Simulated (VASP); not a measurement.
Band structure of Cu2O (cuprite). Calculation: modified Becke-Johnson potential (mBJ), VASP's PBE PAW potentials (set 64) (plane waves; VASP).

mBJ is a potential without an energy functional, so only the levels count.

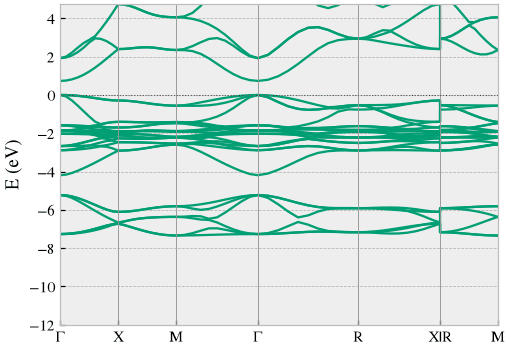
Figure. Bands along high-symmetry lines, zero at the valence-band maximum or, without a gap, the Fermi level

Question: Read the plot: is there a gap, and where are the band edges?

Answer: The gap is direct, 0.73 eV, from the valence maximum at Γ to the conduction minimum at Γ.

Measured: gap 2.20 eV (computed value off by -1.47 eV), as given by Wei Chen et al., Physical Review Materials (2018), doi:10.1103/physrevmaterials.2.073803 [zero-point renormalisation of 0.03 eV added back (the table's ZPR column)].

The compound is Cu2O in the cuprite structure. It was relaxed first. The cell's shape comes from a PBE relaxation.
